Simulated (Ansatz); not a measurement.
**C$_{8}$H$_{20}$GeO$_{3}$ (GeEt(OEt)3): density, localisation and related maps**

```yaml
atoms:
  - { symbol: Ge, position_ang: [0.2065, -0.0913, 0.8753] }
  - { symbol: C, position_ang: [-0.1686, 0.0860, 2.7823] }
  - { symbol: C, position_ang: [0.8045, -0.7400, 3.6312] }
  - { symbol: H, position_ang: [-1.2198, -0.2349, 2.9367] }
  - { symbol: H, position_ang: [-0.1183, 1.1673, 3.0269] }
  - { symbol: H, position_ang: [0.5866, -0.6326, 4.7138] }
  - { symbol: H, position_ang: [0.7405, -1.8168, 3.3768] }
  - { symbol: H, position_ang: [1.8533, -0.4217, 3.4637] }
  - { symbol: O, position_ang: [1.9094, 0.2776, 0.4668] }
  - { symbol: C, position_ang: [2.2768, 1.3215, -0.4355] }
  - { symbol: C, position_ang: [2.2140, 0.8853, -1.8935] }
  - { symbol: H, position_ang: [1.6378, 2.2223, -0.2908] }
  - { symbol: H, position_ang: [3.3176, 1.6100, -0.1673] }
  - { symbol: H, position_ang: [2.5853, 1.6916, -2.5598] }
  - { symbol: H, position_ang: [2.8368, -0.0167, -2.0624] }
  - { symbol: H, position_ang: [1.1691, 0.6566, -2.1852] }
  - { symbol: O, position_ang: [-0.7316, 1.0116, -0.2063] }
  - { symbol: C, position_ang: [-2.1548, 1.0331, -0.1422] }
  - { symbol: C, position_ang: [-2.6783, 1.9767, -1.2132] }
  - { symbol: H, position_ang: [-2.5752, 0.0100, -0.2978] }
  - { symbol: H, position_ang: [-2.5033, 1.3729, 0.8645] }
  - { symbol: H, position_ang: [-3.7852, 2.0351, -1.1818] }
  - { symbol: H, position_ang: [-2.2674, 2.9964, -1.0661] }
  - { symbol: H, position_ang: [-2.3741, 1.6284, -2.2213] }
  - { symbol: O, position_ang: [-0.1064, -1.8161, 0.4914] }
  - { symbol: C, position_ang: [0.3141, -2.3853, -0.7470] }
  - { symbol: C, position_ang: [-0.6846, -2.1347, -1.8714] }
  - { symbol: H, position_ang: [1.3210, -2.0025, -1.0339] }
  - { symbol: H, position_ang: [0.4245, -3.4785, -0.5717] }
  - { symbol: H, position_ang: [-0.3697, -2.6501, -2.8024] }
  - { symbol: H, position_ang: [-1.6894, -2.5105, -1.5901] }
  - { symbol: H, position_ang: [-0.7713, -1.0506, -2.0896] }
```

Geometry: PBE-D4/def2-SVP.

Level of theory: RKS PBE0-D4/def2-TZVP (Ansatz).

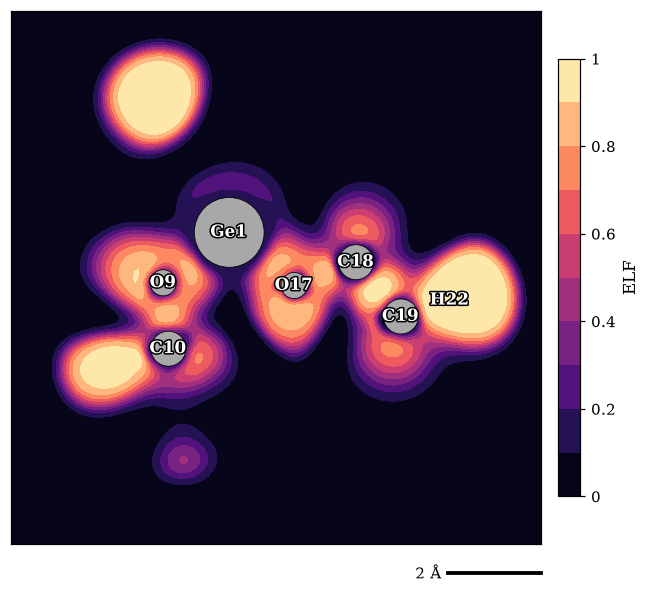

Figure 1. ELF on the plane of atoms O9, Ge1 and O17. Grey discs cover the atomic cores.

Question: Read the bonding off the picture.

Answer:
- The section cuts through Ge, O, C and H sites.
- C–O (1.42 Å): the ELF peaks at about 0.90 between the atoms; a polar covalent bond.
- C–C (1.52 Å): the ELF peaks at about 0.95 between the atoms (localised, covalent bonding).
- Ge–O (1.79 Å): the ELF peaks at about 0.85 in the valence shell of O, 0.6 Å from its nucleus, and is about 0.35 at the midpoint.
- C–H (1.11 Å): the ELF climbs to about 1 towards the hydrogen, as it does in any bond to H (an ordinary covalent bond to hydrogen).
- The ELF also peaks beside O17 and O9, away from the bonds: lone-pair regions.

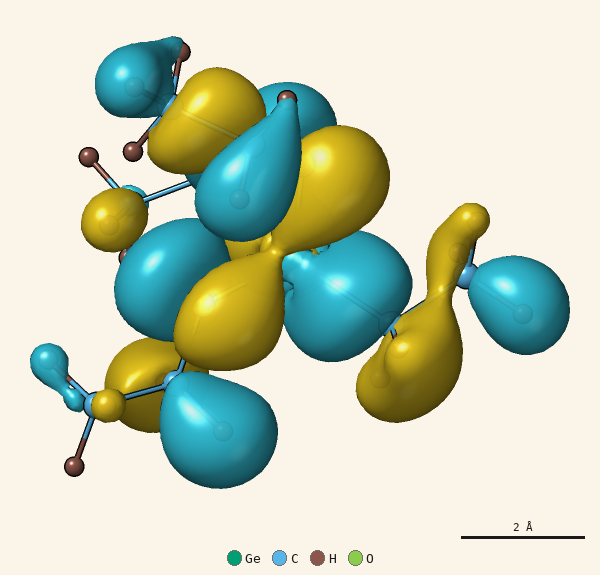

Figure 2. The HOMO at ±0.05 Å⁻³ᐟ² (yellow and cyan are the two phases), seen across its widest extent.

Question: Where does this orbital lie, and at what energy?

Answer: It lies mainly on O9 (about 20 %), O17 (about 20 %), O25 (about 10 %), C2 (about 10 %) and Ge1 (about 5 %). Its energy is −7.60 eV.
